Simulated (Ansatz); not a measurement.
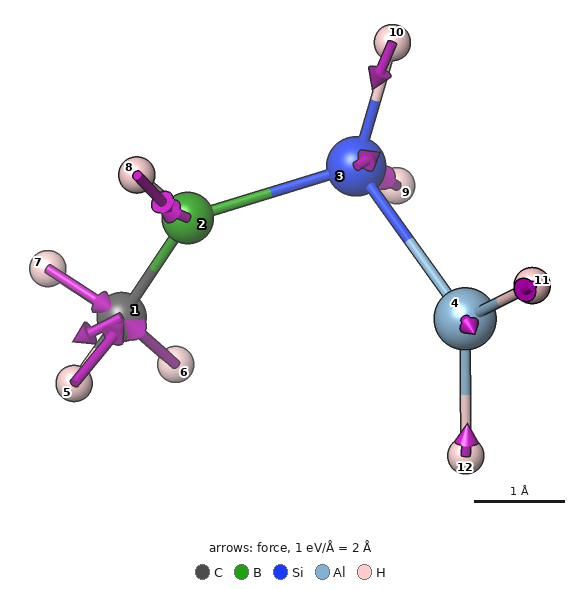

Starting geometry of CH8AlBSi with the computed forces as purple arrows. Style: ball-and-stick. Shown at a tilt.

The start comes from PBE-D4/def2-SVP.

Level of theory: RKS PBE0-D4/def2-TZVP (Ansatz 0.2.0).

Input file:
```yaml
crystal:
  periodic: [false, false, false]
  atoms:
    - {symbol: C, position_ang: [-1.092985, 1.643606, 0.114402]}
    - {symbol: B, position_ang: [-0.033517, 0.765005, 0.859612]}
    - {symbol: Si, position_ang: [1.396961, -0.255330, -0.085966]}
    - {symbol: Al, position_ang: [0.151832, -2.331424, -0.590000]}
    - {symbol: H, position_ang: [-2.128332, 1.470248, 0.481976]}
    - {symbol: H, position_ang: [-1.076657, 1.609308, -0.992075]}
    - {symbol: H, position_ang: [-0.865850, 2.695526, 0.419506]}
    - {symbol: H, position_ang: [-0.128161, 0.628956, 2.070667]}
    - {symbol: H, position_ang: [1.782503, 0.314811, -1.433358]}
    - {symbol: H, position_ang: [2.638679, -0.594412, 0.698935]}
    - {symbol: H, position_ang: [0.452254, -3.709844, 0.177418]}
    - {symbol: H, position_ang: [-1.019726, -2.291450, -1.687116]}
basis:
  gaussian: {orbitals: def2-TZVP}
hamiltonian: {xc: pbe0, dispersion: d4}
relax: {f_tol: 0.005, max_steps: 150}
```

Launched with:
```bash
ansatz run in.yaml --threads 2 --pin off --events-out ev --progress --plain --max-ram 4352MiB
```

**Is this structure relaxed? If not, where do the atoms go?**

It isn't relaxed: the largest force vector, on H5, is 0.54 eV/Å. The final displacements have little in common with the starting forces (cosine between the two patterns 0.16). The energy falls by 0.75 kcal/mol in 19 geometry steps. The largest force component goes from 0.54 to 0.0029 eV/Å. The atom that moves furthest after the best rigid fit is H12 (0.27 Å). By element the largest moves are H 0.27 Å, Si 0.07 Å, Al 0.06 Å, C 0.05 Å, B 0.03 Å. Among the contacts that change: B2–H8 1.222 → 1.202 Å, C1–H5 1.112 → 1.094 Å, Al4–H11 1.606 → 1.589 Å, Si3–H10 1.508 → 1.491 Å. Among the angles between lasting bonds that change: B2–Si3–Al4 99.5° → 101.8°, B2–Si3–H10 117.3° → 115.0°, Al4–Si3–H9 105.3° → 107.4°.
